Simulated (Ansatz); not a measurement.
# ClGe₂H₅···H₂O: what the fields show

```yaml
atoms:
  - { symbol: Ge, position_ang: [-0.1301, -0.3630, -0.0907] }
  - { symbol: Cl, position_ang: [-0.1797, -0.3427, 2.1109] }
  - { symbol: Ge, position_ang: [2.1987, -0.2260, -0.7749] }
  - { symbol: H, position_ang: [2.5361, -1.4461, -1.6462] }
  - { symbol: H, position_ang: [2.4470, 1.0401, -1.5915] }
  - { symbol: H, position_ang: [3.0931, -0.2568, 0.4635] }
  - { symbol: H, position_ang: [-1.0036, 0.8056, -0.5391] }
  - { symbol: H, position_ang: [-0.8043, -1.6878, -0.4630] }
  - { symbol: O, position_ang: [1.3556, 2.2240, 1.0113] }
  - { symbol: H, position_ang: [2.1840, 2.6399, 1.2393] }
  - { symbol: H, position_ang: [1.0844, 1.7449, 1.7964] }
```

The calculation used RKS BHLYP/def2-SVP in Ansatz.

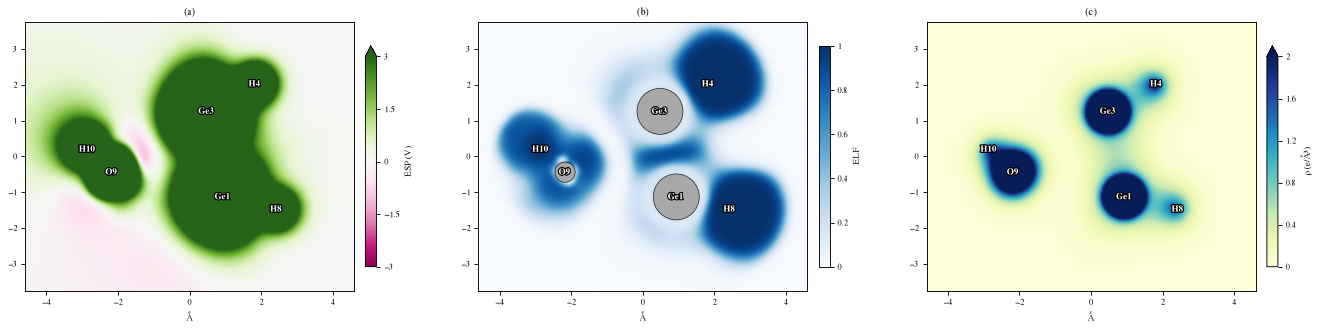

Figure 1. (a) electrostatic potential; (b) ELF; (c) electron density on the plane of atoms Ge1, Ge3 and H4. Grey discs cover the atomic cores in the ELF map.

Read the bonding off the picture.

The section cuts through Ge, H and O sites.
Ge–Ge (2.43 Å): the density is about 0.59 e/Å³ at the midpoint; the ELF peaks at about 0.90 between the atoms, as expected for a shared electron pair.
O–H (0.95 Å): ρ is about 3.8 e/Å³ halfway; the ELF climbs to about 1 towards the hydrogen, as it does in any bond to H: a covalent bond by its length.
Ge–H (1.53 Å): the density is about 1.1 e/Å³ at the midpoint; the ELF climbs to about 1 towards the hydrogen.
Outside the dense part of the complex the potential is most negative (−0.7 V) near O9.

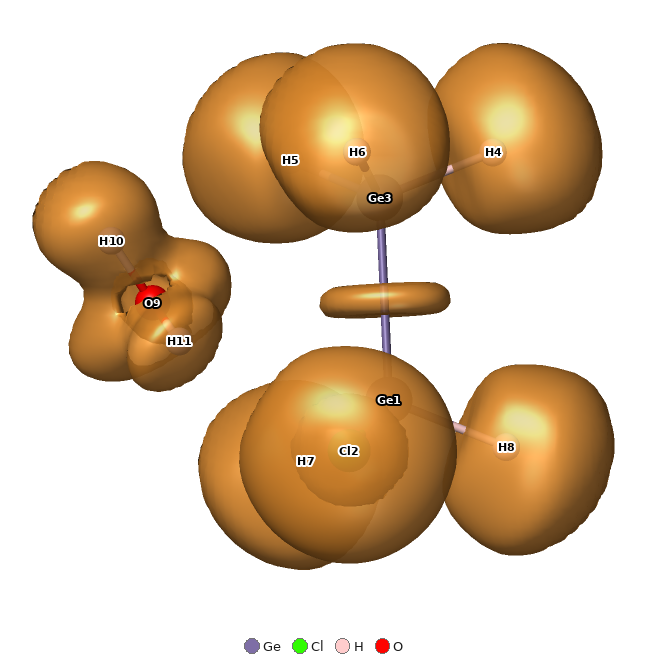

Figure 2. Isosurface of the electron localisation function at 0.75 (orange), seen at a tilt. Only the valence region is drawn (cores and ρ < 0.01 e/Å³ removed).

Describe the localisation domains.

At this value the surface marks out one region between bonded Ge–Ge atoms (shared pairs), five regions around hydrogen nuclei, one region wrapped around Cl (its valence shell) and one joined region spread over several atoms (H, O), in which their bonds and any lone pairs are merged. Along the contacts the grid gives the following. Cl2···H11 (2.46 Å): the ELF dips to about 0.05 between them: a closed-shell contact with the geometry of a hydrogen bond. Ge–Cl (2.20 Å): the ELF peaks at about 0.85 in the valence shell of Cl, 0.9 Å from its nucleus, and is about 0.65 at the midpoint.

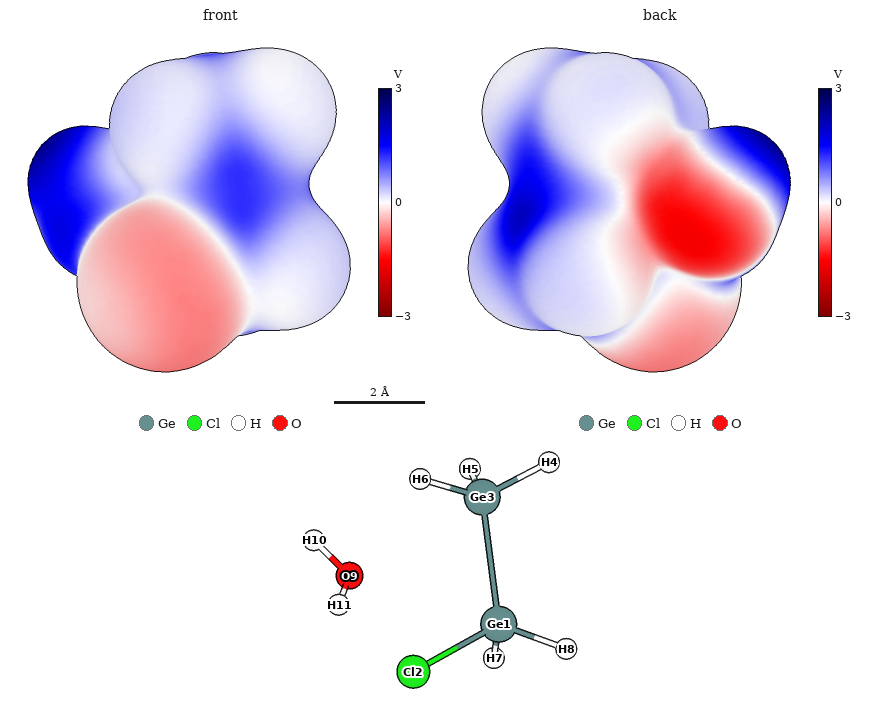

Figure 3. The molecular electrostatic potential painted on the density surface at 0.002 e/bohr³, seen from the front and from behind; red is negative and blue positive. The bare structure is drawn below in the same view.

Where is the surface potential most negative and most positive?

The most negative region (about −1.5 V, or −35 kcal/mol for a unit charge) lies over O9, the most positive (about +2.4 V, or +55 kcal/mol for a unit charge) over H10. O9 is the likeliest acceptor of a hydrogen bond.
